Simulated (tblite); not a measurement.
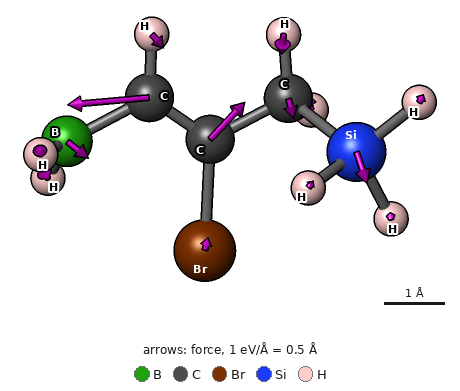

Starting geometry of C3H8BBrSi with the computed forces as purple arrows. Style: ball-and-stick. Shown face on.

Theory: GFN2-xTB geometry optimisation, gas phase in tblite. 

Is this structure relaxed? If not, where do the atoms go?

Answer. It isn't relaxed: the largest force vector, on a C atom, is 2.85 eV/Å. The final displacements have little in common with the starting forces (cosine between the two patterns 0.20). The energy falls by 56.2 kJ/mol in 107 geometry steps. The largest move after the best rigid fit is that of an H atom, 0.89 Å. Largest moves by element: H 0.89 Å, Br 0.82 Å, C 0.27 Å, B 0.14 Å, Si 0.08 Å. Some distances before and after: Br–Si 3.372 → 3.641 Å, B–Br 3.119 → 3.320 Å, B–C 1.587 → 1.531 Å, C–Si 1.888 → 1.926 Å. Among the angles between lasting bonds that change: C–C–H 124.1° → 112.9°, B–C–C 117.9° → 128.6°, C–C–C 118.2° → 126.0°. Groups turn about B–C by about 60°, C–Si by about 25°.
